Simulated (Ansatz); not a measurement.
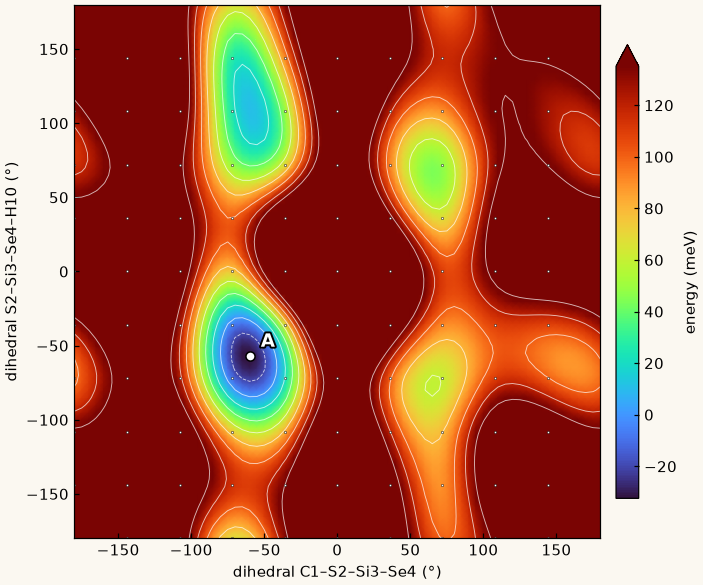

CH₆SSeSi, SMILES CS[SiH2][SeH]. 
- Coordinates scanned: (1) dihedral C1–S2–Si3–Se4; (2) dihedral S2–Si3–Se4–H10.
- Nothing is relaxed (all other coordinates rigid).
- Grid: 10 × 10 points.
- Points are written as (first, second).
- Energies: meV, counted from the relaxed molecule at the same level.
- These are results of RKS PBE0-D4/def2-SVP (Ansatz 0.2.0), not measurements.

The picture shows a smooth colour map with a few white contour lines, dots at the grid points, one colour for all values above the top of the scale, the well A. Between grid points the surface is interpolated.

> Where is the minimum, and how stiff is the well along each coordinate? Take the well at A.

The interpolated minimum is at dihedral C1–S2–Si3–Se4 ≈ −60°, dihedral S2–Si3–Se4–H10 ≈ −57°. The curvatures there are about 0.65 eV/rad² and 0.34 eV/rad², with a cross term of about 0.063 eV/rad². Round the minimum the two coordinates are weakly coupled (coupling 0.13 in units of the two stiffnesses).
